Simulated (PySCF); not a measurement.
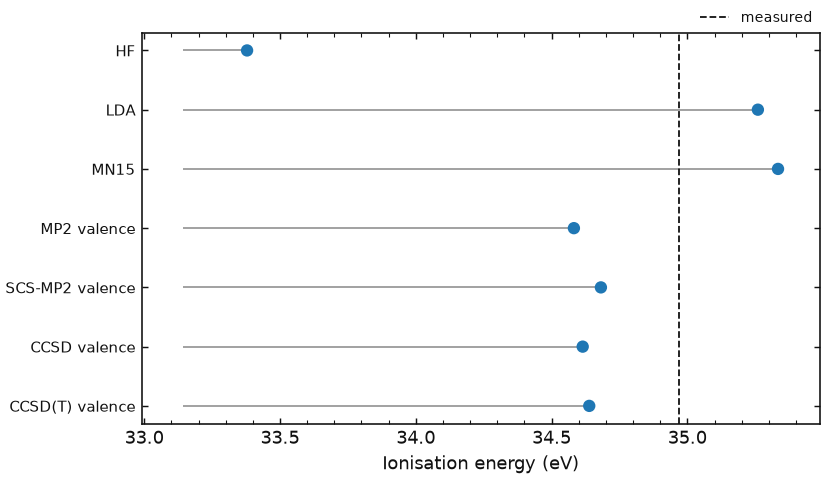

The ionisation energy of an atom or ion with 8 electrons in the configuration [He] 2s² 2p⁴ by several methods. PySCF, cc-pVTZ-DK, spin-free X2C-1e, unrestricted single determinants, no spin-orbit coupling. Methods marked “valence” freeze 2 core electrons.

Which atom or ion is it?

Answer. F II (F⁺). The values run from 33.38 eV (HF) to 35.33 eV (MN15). The measured value is 34.97 eV; nearest to it come LDA (+0.29) and SCS-MP2 valence (−0.29), furthest HF (−1.59 eV).

Caveat: spin-orbit shift not estimated.
